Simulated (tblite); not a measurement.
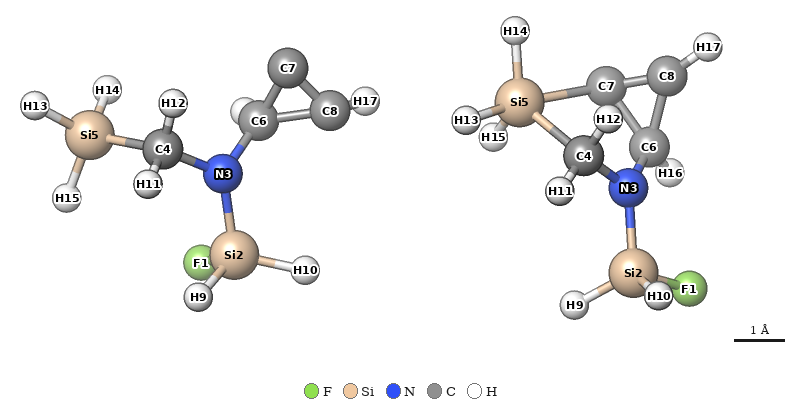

Two geometries of C4H9FNSi2 (multiplicity 2), drawn at one scale. One is the start of a relaxation, the other its converged end. A ball-and-stick model, seen face on.

Theory: tblite, GFN2-xTB geometry optimisation, gas phase. 

Which of the two is the end point?

The right one is the relaxed one. C7 moves most after the best rigid fit: 2.15 Å. Largest moves by element: C 2.15 Å, F 1.96 Å, H 1.92 Å, Si 0.90 Å, N 0.37 Å. Some distances before and after: Si5–C7 4.275 → 2.012 Å, C4–Si5 1.896 → 2.006 Å, C6–C7 1.418 → 1.510 Å, N3–C6 1.487 → 1.409 Å. New bonds form, among them: Si5–C7 (4.28 → 2.01 Å). Bond angles that change, for instance: C7–C8–H17 123.7° → 155.2°, C4–Si5–H13 109.7° → 89.2°, C6–C8–H17 120.7° → 140.6°. Groups turn about Si2–N3 by about 90°, N3–C6 by about 75°, N3–C4 by about 35°. Over 266 geometry steps the energy falls by 1.962 eV. The run took 2.4 s on 1 thread of Arm Neoverse V1, with other jobs on the host.
